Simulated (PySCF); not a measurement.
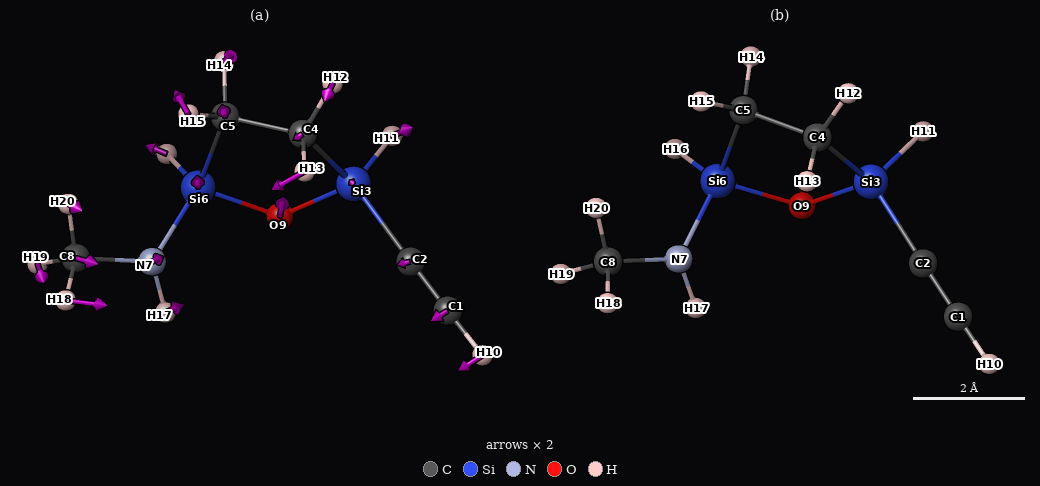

The structure of C5H11NOSi2 before (left) and after (right) a relaxation, at one scale. The purple arrows give the displacements, 2 times their true length.

The picture is a ball-and-stick view, seen face on.

The start comes from GFN2-xTB. Its atoms were then displaced at random by about 0.01 Å.

All numbers below come from PBE0-D3(BJ)/def2-SVP geometry optimisation, gas phase in PySCF 2.14.0, density-fitted response routines. 

> Describe what moved and what it gained.

After 11 geometry steps the energy has fallen by 9.64 kcal/mol. The atom that moves furthest after the best rigid fit is H18 (0.45 Å). By element the largest moves are H 0.45 Å, O 0.31 Å, C 0.27 Å, Si 0.18 Å, N 0.16 Å. Among the contacts that change: Si6–O9 1.626 → 1.679 Å, C1–C2 1.169 → 1.217 Å, Si3–C4 1.934 → 1.893 Å, Si3–O9 1.636 → 1.676 Å. Bond angles that change, for instance: Si3–O9–Si6 120.2° → 114.1°, C2–Si3–H11 113.0° → 108.0°, C4–Si3–O9 97.1° → 100.9°.
